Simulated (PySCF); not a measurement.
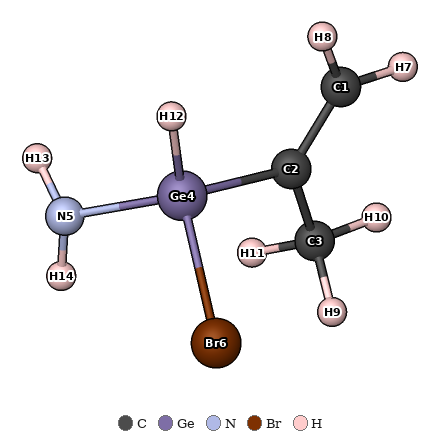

C₃H₈BrGeN, SMILES C=[C](C)[Ge@@H]([NH2])[Br], singlet. Vertical core-electron binding energies by ΔSCF (SCAN, pcX-2 on the ionised atom, pcseg-1 elsewhere, spin-free X2C; PySCF, at a PBE0-D3(BJ)/def2-SVP geometry (no frequency check)), gas phase, against the vacuum level. One atom of each kind was ionised; within a panel, areas follow the number of like atoms, each panel is scaled alone, Gaussians of 1.0 eV full width. Only the regions named are shown. Lines closer than the width merge in the curve.

**Predict the C 1s and N 1s photoelectron lines.**

| level | atoms | binding energy (eV) |
| --- | --- | --- |
| C 1s | C3 | 290.9 |
| C 1s | C2 | 290.3 |
| C 1s | C1 | 290.2 |
| N 1s | N5 | 404.5 |

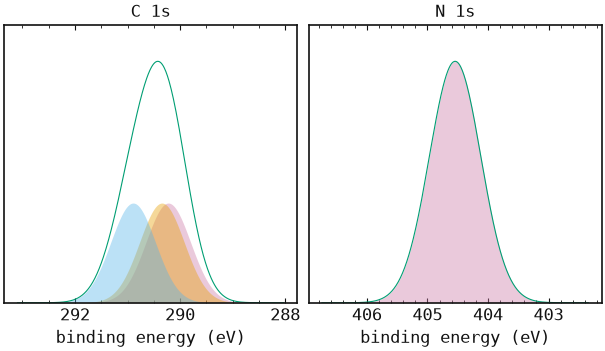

Note: one conformer of a flexible molecule.
